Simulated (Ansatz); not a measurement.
ClFH₂W···H₂

```xyz
7

W    -1.2761    0.3379   -0.4424
H     2.9964   -0.6324    1.3225
H     3.1371    0.0867    1.4677
Cl   -0.3816    2.3183    0.2432
F    -2.7793   -0.4205   -1.1640
H    -0.8911   -0.6917    0.8174
H    -0.0358   -0.3282   -1.3447
```

Core potentials replace the inner electrons of W.

These are results of Ansatz, RHF/def2-SVP, not measurements.

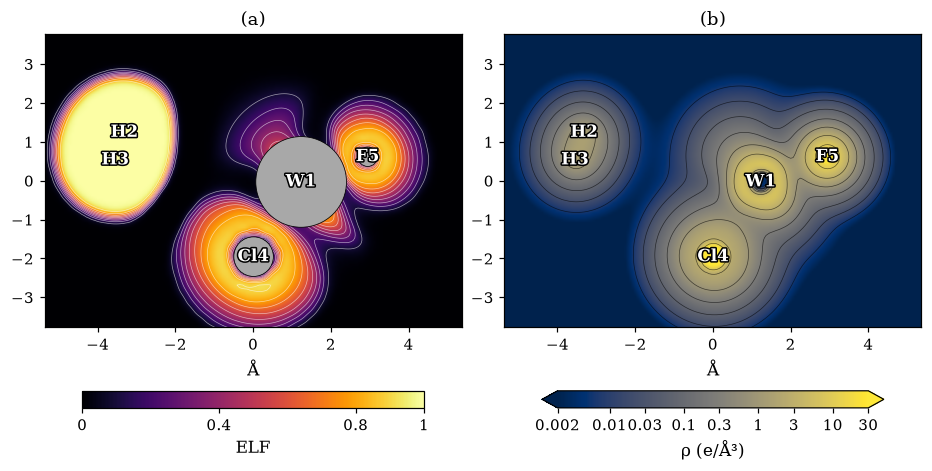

Figure 1. (a) electron localisation function; (b) electron density on the plane of atoms Cl4, W1 and F5. Grey discs cover the atomic cores in the ELF map.

Q: What do the fields say about this system?

A: The section cuts through W, H, Cl and F sites.
W–F (1.83 Å): ρ at the midpoint is about 1.1 e/Å³; the ELF peaks at about 0.85 in the valence shell of F, 0.5 Å from its nucleus, and drops to about 0.20 between the two atoms.
W–Cl (2.28 Å): the density is about 0.67 e/Å³ at the midpoint; the ELF peaks at about 0.85 in the valence shell of Cl, 0.8 Å from its nucleus, and is about 0.40 at the midpoint.
H–H (0.75 Å): ρ is about 1.7 e/Å³ halfway; the ELF peaks at about 1 between the atoms.

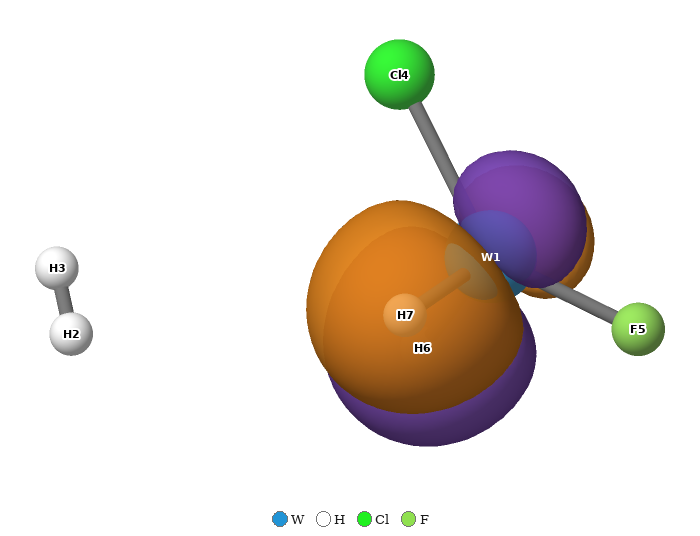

Figure 2. The HOMO−1 at ±0.1 Å⁻³ᐟ² (orange and purple are the two phases), seen across its widest extent.

Q: What is the character of this orbital?

A: Its weight (Hirshfeld) is mainly on W1 (about 50 %), H6 (about 25 %) and H7 (about 25 %). Its energy is −12.87 eV.

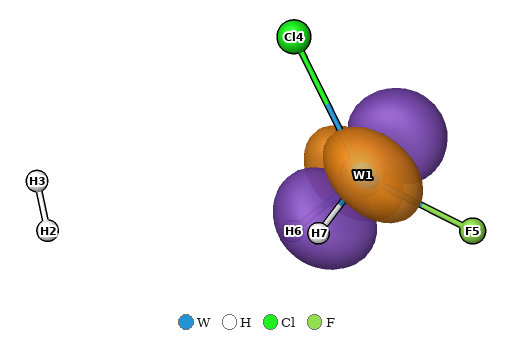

Figure 3. The HOMO at ±0.2 Å⁻³ᐟ² (orange and purple are the two phases), seen at a tilt.

Q: Where does this orbital lie, and at what energy?

A: It lies mainly on W1 (about 85 %). Its energy is −9.92 eV.
